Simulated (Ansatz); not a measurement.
# Work function of Ni(111): what the settings cost and change, part 3 of 3

Aim: the work function of Ni(111) against thickness and vacuum, with the cost.

Ansatz 0.2.0; plane-wave DFT, PBE, Ansatz PAW.

So far, work function, upper face (eV): step 2 (run, setting 1 layer) 5.35; step 10 (slab, 13 atoms) 5.07; step 11 (run, 7 atoms) 5.06; step 12 (run, 7 atoms (run 2)) 5.07; step 13 (run, 7 atoms (run 3)) 5.07.

## (14) Comparing the runs

Times are for 4 threads of Arm Neoverse N1, shared host. Results by setting:

```csv
no.,setting,"work function, upper face (eV)",time,memory (GiB)
1,1 layer,5.347,14 s,0.46
2,2 layers,5.050,23 s,0.5
3,3 layers,5.057,39 s,0.61
4,4 layers,5.077,66 s,0.73
5,5 layers,5.069,94 s,0.9
6,6 layers,5.069,2.1 min,1.1
7,8 layers,5.066,3.1 min,1.5
8,10 layers,5.065,5.5 min,2.1
9,13 layers,5.067,9.6 min,3.0
10,"7 layers, 10 Å of vacuum",5.062,2.2 min,1.0
11,"7 layers, 14 Å of vacuum",5.066,2.3 min,1.2
12,"7 layers, 26 Å of vacuum",5.066,3 min,1.5
```

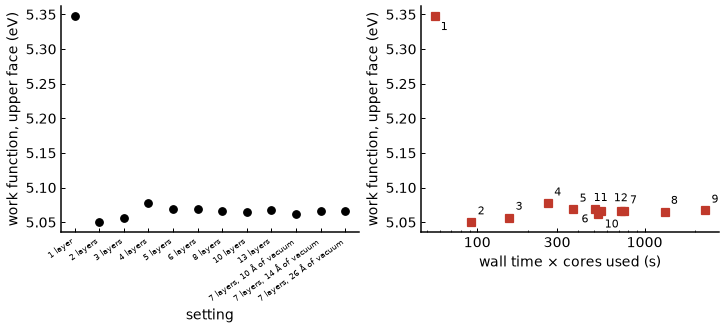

The series as plots; the last panel sets the first result against cost, with the runs numbered as in the table.

## (15) Varying the input

System of this step: Ni(111) monolayer. The cell holds 1 atom: 1 Ni. Its edges and angles: a = 2.489 Å, b = 2.489 Å, c = 18.000 Å, α = 90.0°, β = 90.0°, γ = 60.0°. Vacuum lies along c.

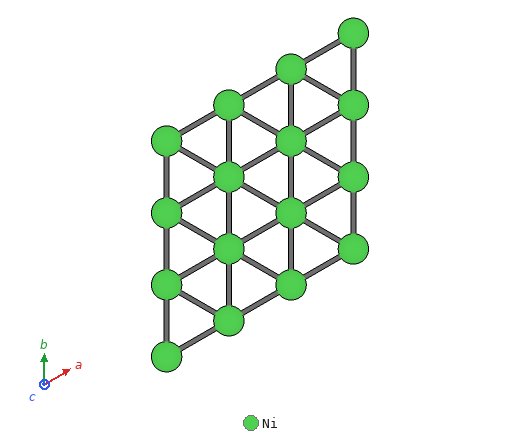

The cell of this step (nickel green). 4×4×1 cells are drawn.

An input spoilt on purpose, to show how the run answers: it repeats the earlier run “1 layer” with efield.amplitude to 5.0, and scf.max_iter set to 75; its output block differs too.

input.yaml reads:

```yaml
crystal:
  lattice:
    - [2.4890158698, 0.0, 0.0]
    - [1.2445079349, 2.1555509736, 0.0]
    - [0.0, 0.0, 18.0]
  atoms:
    - { symbol: Ni, position: [0.6666666667, 0.6666666667, 0.5], spin: 0.7 }
magnetization:
  spin_polarized: true
kpoints:
  mp_grid: { grid: [19, 19, 1] }
hamiltonian:
  xc: pbe
scf:
  occupations: { method: fermi_dirac, width: 0.1 }
  convergence: { dr2_threshold: 1.0e-09 }
  max_iter: 75
efield:
  axis: 3
  dipole_correction: true
  ramp_position: 0.97
  ramp_width: 0.06
  amplitude: 5.0
output:
  write_potential: true
  write_density: true
  volumetric_format: npy
```

Run with:

```console
ansatz run input.yaml --threads 4 --pin off --max-ram 6144MiB --backend cpu --events-out ev --progress --plain --runs-dir out
```

Numbers of over 12 decimals in the logs are rounded to 6 here.

What it wrote:

```text
[...]
Crystal: 1 atoms, lattice volume = 96.574 Å³
Basis set: ecut = 420 eV, 1819 PW (Γ)
Bands: 14, of which v1, the nominal top of the filled ones, is band 9 counted from 1 (8 counted from 0)
Symmetry: 12 space group operations
k-points: 40 of 361
[...]
Starting moments: Σ|m| = 0.7 μB on 1 of 1 site
[...]
SCF iter   1: F=—  HF=-5838.758741 eV  |F-HF|=—  |Δ(HF+E_count)|=         —  Δρ=3.56e-2 (↑3.56e-2 ↓7.50e-3)  dr2=1.31e0  dr2_m=3.32e-1  M=0.947 μB ∫|m|=1.009 μB  β_m=0.84  ethr=3.10e-3  p=0.514 e·Å  D=9.62e-1 V/Å  ΔV_dip=-17.32 eV  dr2_dipole=3.22e-2  V_vac-E_F(+/−)=40.03/1.93 eV  ⟨swp⟩=12.7  Hψ=11344  notcnv=0
[...]
SCF iter  14: F=-5839.575269 eV  HF=-5839.575269 eV  |F-HF|=3.64e-12  |Δ(HF+E_count)|=  2.16e-10  Δρ=1.00e-7 (↑6.58e-8 ↓1.00e-7)  dr2=4.03e-12  dr2_m=2.50e-12  M=0.889 μB ∫|m|=1.024 μB  ethr=1.00e-12  p=0.453 e·Å  D=8.48e-1 V/Å  ΔV_dip=-15.27 eV  dr2_dipole=6.72e-14  V_vac-E_F(+/−)=38.41/-0.80 eV  ⟨swp⟩=6.1  Hψ=6516  notcnv=0
[...]
SCF 1 converged in 14 iterations: F = -5839.575269 eV  dr2 = 4.03e-12
[...]
SCF converged after 14 iterations
Magnetization: 0.8894 μB (9.4447 up, 8.5553 down)
Absolute magnetization: 1.0249 μB (∫|ρ↑−ρ↓|, with the PAW one-centre terms)
[...]
Per-site moments (μB) at R_I (Å): [(0.951041, 1.026719)]
Free energy (F): -5839.575269 eV
[...]
Internal energy: -5839.490985 eV  (E = F + TS)
E sigma→0 (E₀):  -5839.533127 eV
Entropy (-TS):   -0.084285 eV (-84.285 meV/atom)
Fermi energy:    -3.839610 eV
Dipole field:    D = 0.848214 V/Å  (p = 0.452691 e·Å, saw-weighted, corrected)
Work function:   not extracted (applied field tilts the vacuum); planar V_es + V_field profile in the machine report
[...]
--- Band table (eV; the first three rows and the last of 80) ---
  k-point 0 ↑: bands = [... 5 lower, -5.8235, -5.8235, -5.7765, -4.7431, -4.7431, -3.3398, -0.2810, 5.2969, ... 1 higher]
  k-point 1 ↑: bands = [... 5 lower, -5.8510, -5.7850, -5.7488, -4.8283, -4.7506, -3.2193, -0.1596, 5.3813, ... 1 higher]
  k-point 2 ↑: bands = [... 5 lower, -5.9254, -5.6755, -5.6725, -5.0220, -4.7725, -2.8989, 0.1937, 5.6341, ... 1 higher]
  k-point 39 ↓: bands = [... 5 lower, -5.2256, -4.8098, -4.5944, -4.0434, 2.3950, 4.0092, 4.7771, 6.4528, ... 1 higher]
```

It took 20 s on 4 threads of Arm Neoverse N1, shared host; peak memory 0.46 GiB; 51 s of CPU time.

```csv
quantity,this run,earlier run,difference
total moment (μB),0.8894,0.8943,-0.0049
```

In so strong a field the program warns of density in the ramp of the sawtooth; these numbers are not the system's.

## (16) Results

```
work function, 1 layer   : 5.347 eV
work function, 2 layers  : 5.050 eV
work function, 6 layers  : 5.069 eV
work function, 13 layers : 5.067 eV
```

**Reading.** The thickest slab gives 5.07 eV, and the settings tried spread the value from 5.05 to 5.35 eV. At 18 Å of vacuum, the slabs from 2 layers on stay within 0.02 eV of the thickest. Going from 10 to 26 Å of vacuum moves it by 0.004 eV. The program marks the value as in doubt in “7 layers, 10 Å of vacuum”. The ladder's slabs use the tabulated experimental lattice constant (two decimals; a low-temperature value for the alkali metals). The magnetic order is the one reached from the typed start; other orders were not compared. In 1 run of the series (7 layers, 10 Å of vacuum) the program warns that electrons reach the sawtooth's ramp, which makes dipole and work function less sure.

Comparison with the measured values:

```
                                               quantity  measured        13 layers
work function (clean (111) face, a compiled value) (eV)      5.36  5.07 (-0.29 eV)
```

Measured values from arxiv:1902.07811 (2019).

How well it matches: The work function is off by -0.29 eV: fair agreement. The grades are ours: good and fair within 3 and 7 % for the work function. No cell relaxation is part of this session.

[Logs are printed without paths, hosts, clocks, repeated set-up lines and the standing remarks that a program may print on its own settings, such as how far it seeks lower states.]

[Hosts, paths, dates, database ids (printed as entryN), source tags and the programs' standing remarks are cut or masked in the printed files.]

[Maps of the electrostatic potential energy from Ansatz leave out the sawtooth potential of an applied field or a dipole correction, so their vacuum need not be flat; planar profiles and work functions include it.]
